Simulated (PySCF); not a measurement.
C4H12Sn, SMILES `C[Sn](C)(C)C`.

Method: ωB97X/def2-TZVP; geometry: GFN2-xTB; program: PySCF. Core potentials replace the inner electrons of Sn; spin–orbit coupling isn't included. No frequency check shows the geometry to be a minimum. GFN2-xTB bond lengths at metals and heavier atoms can be off by up to 0.1 Å and shapes distorted, which carries into these values.

The calculation's input:

```python
import numpy as np
from pyscf import gto, scf, dft
from pyscf.scf import atom_ks, atom_hf
from scipy.linalg import block_diag

def solve(mol, dm0=None, hcore=None):
    mf = (dft.UKS if mol.spin else dft.RKS)(mol, xc='wb97x')
    mf.grids.level = 3
    mf = mf.density_fit(auxbasis='def2-universal-jkfit')
    mf.conv_tol, mf.max_cycle = 1e-8, 80
    if hcore is not None:
        mf.get_hcore = lambda *args: hcore
    mf.kernel(dm0)
    if not mf.converged:
        mf = mf.newton().run(mf.mo_coeff, mf.mo_occ, max_cycle=30)
    assert mf.converged, 'SCF not converged'
    return mf

mol = gto.M(atom='''
C     -1.27952    -1.60520    -0.77497
Sn    -0.00010    -0.00005     0.00012
C     -1.25451     1.60865     0.80805
C      1.24717     0.79010    -1.62348
C      1.28748    -0.79319     1.58973
H     -1.92258    -1.23001    -1.56351
H     -0.67541    -2.40924    -1.18022
H     -1.90253    -2.00832     0.01327
H     -0.63786     2.41111     1.19720
H     -1.87752     1.23509     1.61327
H     -1.89757     2.01289     0.03624
H      1.87392     0.00941    -2.03539
H      1.88608     1.58608    -1.25761
H      0.62656     1.18820    -2.41874
H      1.92689    -0.01413     1.98496
H      0.68703    -1.18972     2.40110
H      1.91437    -1.59080     1.20734
''', basis='def2-tzvp', ecp={'Sn': 'def2-tzvp'}, charge=0, spin=0, verbose=4)
mf = solve(mol)
mf.analyze()
# spherically averaged free atoms, for the promolecule
atom_ks.AtomSphAverageRKS.init_guess_by_vsap = lambda self, mol=None: self.init_guess_by_minao(mol)  # core potentials
atm = atom_ks.get_atm_nrks(mol, xc='wb97x')
pro = block_diag(*[(atm[a[0]][2] * atm[a[0]][3]) @ atm[a[0]][2].T for a in mol._atom])
np.savez('result.npz', e=mf.e_tot, c=mf.mo_coeff, occ=mf.mo_occ, eps=mf.mo_energy, pro=pro, dip=mf.dip_moment(verbose=0), s2=mf.spin_square()[0])
```

Launched as:

```sh
OMP_NUM_THREADS=1 python input.py
```

The run took 20 s on 1 thread of AMD EPYC 9R45 96-Core Processor (Zen 5) (shared host), peak memory 1.1 GiB.

Partitions, critical points and surface values were worked out afterwards from this run's density.

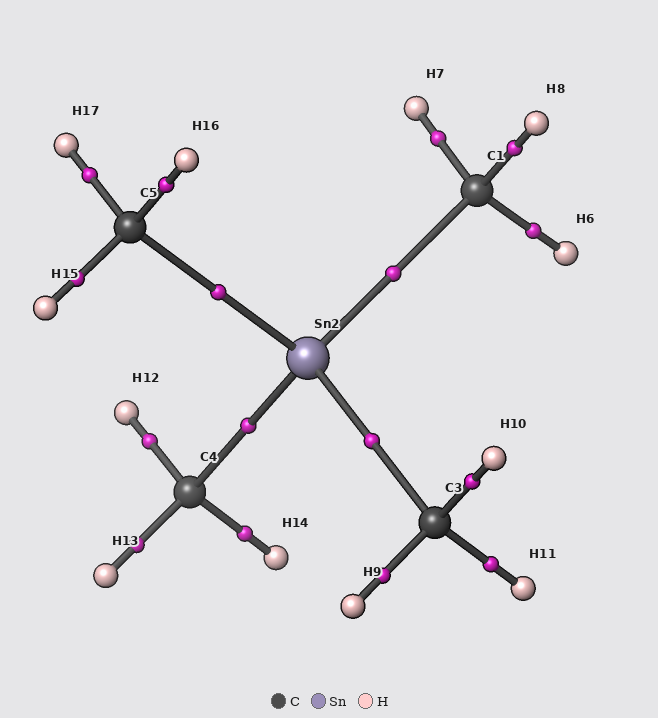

Molecular graph of the electron density (QTAIM): bond paths, bond critical points (magenta), ring points (cyan, if any); weak paths are dashed.

How many critical points of each kind are there, and does the count close?

17 nuclei, 16 bond, 0 ring and 0 cage critical points: 17 − 16 + 0 − 0 = 1, as the Poincaré–Hopf relation requires.

What does the calculation give at each kind of bond critical point?

```csv
bond,length (Å),ρ (a.u.),∇²ρ (a.u.),ε,H (a.u.)
C1–H8 (12 alike),1.083,0.278,−0.94,0.02,−0.283
Sn2–C5 (4 alike),2.194,0.099,+0.10,0.00,−0.038
```

What kind of interaction is Sn2–C5?

Polar or intermediate (positive Laplacian, negative energy density H): ρ = 0.099, ∇²ρ = +0.10, H = −0.038 a.u.
